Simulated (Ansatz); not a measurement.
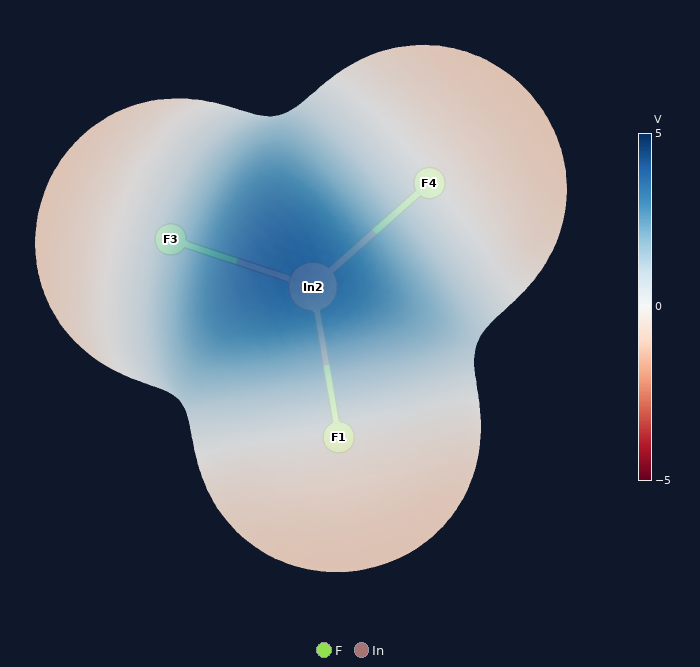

Figure. F3In. The electrostatic potential painted on the density surface at 0.001 e/bohr³, seen at a tilt; red is negative and blue positive.

Geometry: PBE0-D4/def2-TZVP; core potentials replace the inner electrons of In.

These are results of RKS PBE0-D4/def2-TZVPP (Ansatz 0.2.0), not measurements.

**Where is the surface potential most negative and most positive?**

The most negative region (about −1.0 V) lies over F1, F3 and F4, the most positive (about +4.0 V) over In2.
